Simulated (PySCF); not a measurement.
CHGeN (SMILES N#[C][GeH])

```xyz
4

C    -3.4043    1.6816   -1.4804
Ge   -1.4836    1.7100   -1.9070
N    -4.5177    1.5590   -1.1623
H    -1.6701    3.0374   -2.7654
```

Geometry: PBE0-D4/def2-SVP.

Level of theory: Gaussian-basis quantum chemistry of an isolated molecule with PySCF, energy and nuclear gradient, functional PBE0 in PySCF 2.14.0.

Question: Predict the electron density and electron localisation function between the atoms.

Answer: C–N (1.16 Å): ρ is about 3.7 e/Å³ halfway; the ELF peaks at about 0.90 between the atoms: a multiple bond.
C–Ge (1.97 Å): ρ is about 0.79 e/Å³ halfway; the ELF peaks at about 0.95 in the valence shell of C, 0.6 Å from its nucleus, and is about 0.55 at the midpoint.
Ge–H (1.59 Å): ρ is about 0.96 e/Å³ halfway; the ELF climbs to about 1 towards the hydrogen.

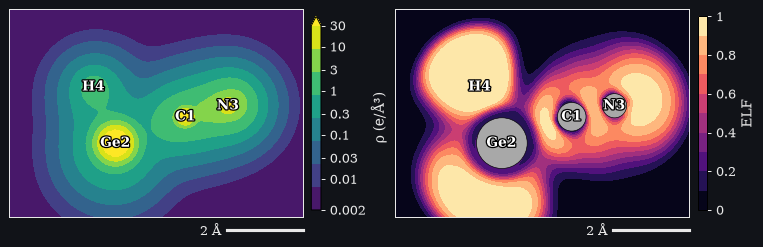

Computed electron density and electron localisation function on the molecular plane, in this order. Grey discs cover the atomic cores in the ELF map. 
